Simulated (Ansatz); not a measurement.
CH7FN2SSi: several calculations on one system

Part 1: Relaxation

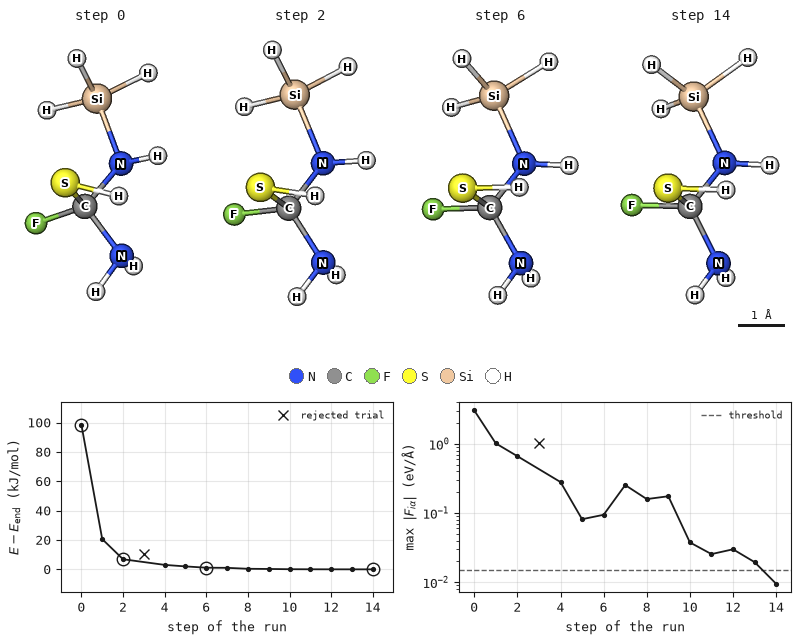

Frames of a relaxation of CH7FN2SSi, marked on the history of the run. A ball-and-stick model, seen from a free direction.

The run prepares an end point of a later path (torsion) calculation, from a guessed geometry.

Theory: Ansatz 0.2.0, RKS PBE/def2-SVP.

The input:
```yaml
crystal:
  periodic: [false, false, false]
  atoms:
    - { symbol: "N", position_ang: [-1.4063, 1.1284, -0.5122] }
    - { symbol: C, position_ang: [-0.7398, -0.0524, -0.3754] }
    - { symbol: F, position_ang: [-1.5591, -0.8658, 0.3365] }
    - { symbol: S, position_ang: [-0.3312, -0.7215, -1.9871] }
    - { symbol: "N", position_ang: [0.4055, 0.3235, 0.3608] }
    - { symbol: Si, position_ang: [1.4598, -0.7154, 1.1548] }
    - { symbol: H, position_ang: [-1.5657, 1.4942, 0.4357] }
    - { symbol: H, position_ang: [-2.3402, 0.9137, -0.8514] }
    - { symbol: H, position_ang: [-0.0952, 0.4633, -2.4943] }
    - { symbol: H, position_ang: [0.9253, 0.9776, -0.1777] }
    - { symbol: H, position_ang: [2.1584, -1.5169, 0.1456] }
    - { symbol: H, position_ang: [0.7188, -1.5863, 2.1011] }
    - { symbol: H, position_ang: [2.39, 0.1228, 1.8786] }
basis:
  gaussian: { orbitals: def2-SVP }
hamiltonian:
  xc: pbe
relax:
  f_tol: 0.015
  max_steps: 40
output:
  orbitals: {}
```

Command:
```bash
ansatz run input.yaml --threads 2 --pin off --max-ram 3072MiB --backend cpu --events-out ev --progress --plain --runs-dir out
```

Describe the path.

The energy falls by 98.5 kJ/mol in 13 accepted moves (14 points after the start). The largest force component goes from 3 to 0.0095 eV/Å. The line search rejected the trial step at point 3 of the run. H11 moves most after the best rigid fit: 0.60 Å. By element the largest moves are H 0.60 Å, F 0.43 Å, S 0.20 Å, N 0.19 Å, C 0.11 Å, Si 0.09 Å. Near-neighbour distances that change, for instance: C2–S4 1.792 → 1.899 Å, N5–Si6 1.680 → 1.768 Å, C2–F3 1.356 → 1.425 Å, Si6–H13 1.446 → 1.503 Å. Bond angles that change, for instance: F3–C2–S4 112.7° → 100.1°, Si6–N5–H10 109.6° → 120.2°, N1–C2–F3 106.1° → 114.6°. Groups turn about N5–Si6 by about 35°, C2–S4 by about 20°. Cost: 54 s on 2 threads of Arm Neoverse V1, on a shared host, peak memory 0.19 GiB. From step 0 to 2: H10 moves most (0.30 Å), energy −91.6 kJ/mol. From step 2 to 6: H11 moves most (0.30 Å), energy −5.77 kJ/mol. From step 6 to 14: H11 moves most (0.30 Å), energy −1.12 kJ/mol.

Part 2: Relaxation

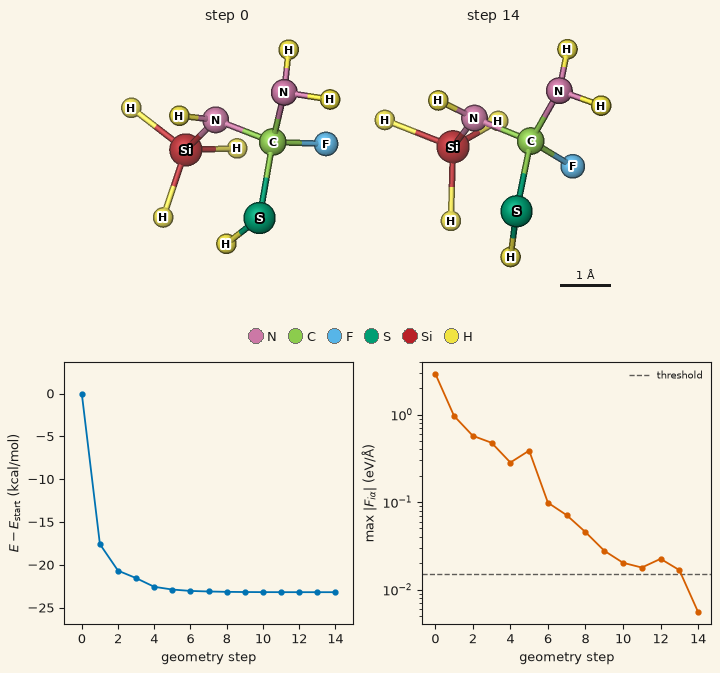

First and last geometry of a relaxation of CH7FN2SSi, with the history of the run. A ball-and-stick model, seen from a free direction.

The run prepares an end point of a later path (torsion) calculation, from a guessed geometry.

Theory: RKS PBE/def2-SVP in Ansatz 0.2.0. Settings: no spin polarisation; force threshold 0.015 eV/Å; at most 40 steps.

**Read the history and describe the run.**

It converged. Over 14 geometry steps the energy falls by 23.2 kcal/mol. Largest force component: 2.9 eV/Å at the start, 0.0055 eV/Å at the end. The atom that moves furthest after the best rigid fit is an H atom (0.65 Å). Largest moves by element: H 0.65 Å, F 0.62 Å, S 0.46 Å, N 0.19 Å, C 0.18 Å, Si 0.15 Å. Some distances before and after: C–S 1.792 → 1.886 Å, N–Si 1.680 → 1.765 Å, C–F 1.356 → 1.430 Å, H–Si 1.446 → 1.503 Å. Bond angles that change, for instance: Si–N–H 109.6° → 119.2°, N–C–N 102.6° → 111.5°, F–C–N 112.1° → 103.8°. Groups turn about C–S by about 40°, N–Si by about 25°. The run took 54 s on 2 threads of Arm Neoverse V1, with other jobs on the host, peak memory 0.19 GiB.

Part 3: Path

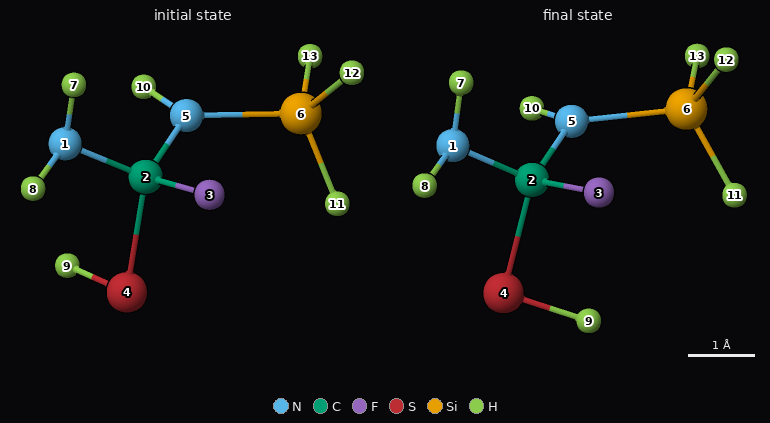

The two relaxed end points of a path for CH$_{7}$FN$_{2}$SSi. A ball-and-stick model, seen from a free direction.

Theory: Ansatz 0.2.0, RKS PBE/def2-SVP.

Settings: 5 movable images; climbing image; force threshold 0.05 eV/Å; iteration limit 60.

Start:
```xyz
13

N    -1.5886    1.1336   -0.4678
C    -0.6932    0.0501   -0.3923
F    -1.2233   -1.1136    0.2372
S    -0.4043   -0.6213   -2.1448
N     0.4501    0.3918    0.3656
Si    1.4677   -0.7994    1.1843
H    -1.8728    1.4453    0.4693
H    -2.4011    0.9213   -1.0542
H     0.1046    0.5535   -2.6110
H     0.8188    1.3197    0.1496
H     1.7971   -1.9687    0.2998
H     0.8457   -1.3069    2.4535
H     2.7196   -0.0401    1.5258
```

End:
```xyz
13

N    -1.6871    1.2190   -0.3024
C    -0.6756    0.2556   -0.4670
F    -1.0646   -1.0680   -0.0910
S    -0.3458    0.1936   -2.3234
N     0.4454    0.5292    0.3624
Si    1.4237   -0.7388    1.1041
H    -1.9156    1.3496    0.6891
H    -2.5221    1.0176   -0.8614
H     0.2705   -1.0189   -2.2643
H     0.8701    1.4395    0.1712
H     1.8875   -1.7857    0.1238
H     0.7122   -1.4224    2.2348
H     2.6217   -0.0050    1.6391
```

### Predict the minimum-energy path and its barrier.

Forward barrier 9.8 kJ/mol, backward barrier 11.7 kJ/mol, with image 4 at the top; the reaction energy is −1.8 kJ/mol. The motion is a rotation about the C2–S4 bond by about 140°. No bond forms or breaks between the ends. Bond angles that change up to the highest image, for instance: F3–C2–S4 100.1° → 104.8°. The band converged in 10 iterations, with a climbing image at the top. At the top, the vibrational analysis gives one imaginary mode (221i cm⁻¹), as a transition state must have.

Energies of the converged images:

```
image  path (Å)  E (kJ/mol)
    0      0.00         0.0
    1      0.35         1.0
    2      0.69         4.2
    3      1.04         8.2
    4      1.39         9.8
    5      2.04         3.4
    6      2.70        -1.8
```

The geometry at the top of the path:

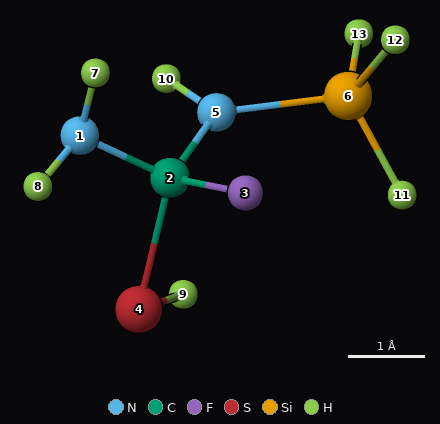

The run took 2.7 min on 2 threads of Arm Neoverse V1 (shared host), peak memory 0.18 GiB.
